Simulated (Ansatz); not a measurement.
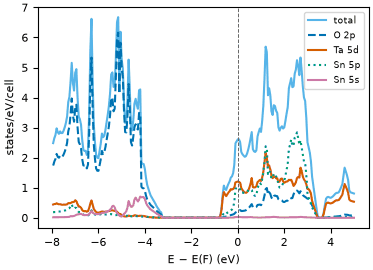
Figure. Total and projected density of states of TaSnO$_{3}$ (cubic perovskite, space group No. 221), r²SCAN in the plane-wave PAW code Ansatz

### Question
Which orbitals carry the states next to the Fermi level?

### Answer
Within 0.5 eV of the Fermi level: Ta 5d 50 %, Sn 5p 34 %, O 2p 10 %. Projections are on Löwdin-orthogonalised atomic valence shells; empty p or d shells of many metals are not among them.

### Question
Where is the tallest occupied peak in this window, and what makes it?

### Answer
Near -5.1 eV, about 6.7 states/eV per cell; the largest projected share is O 2p.

Space group Pm-3m (cubic perovskite). The workflow started from an entry of the Crystallography Open Database (COD). Its standing as an ambient phase is unchecked. The cell was relaxed with r²SCAN under the symmetry of its start; its stability against distortions is not shown here. No spin polarisation was allowed. With an odd number of electrons in the cell and no spin polarisation, the count alone makes it a metal. Spin–orbit coupling is left out wherever it is not named.

Potentials: the later of the program's two PAW sets.
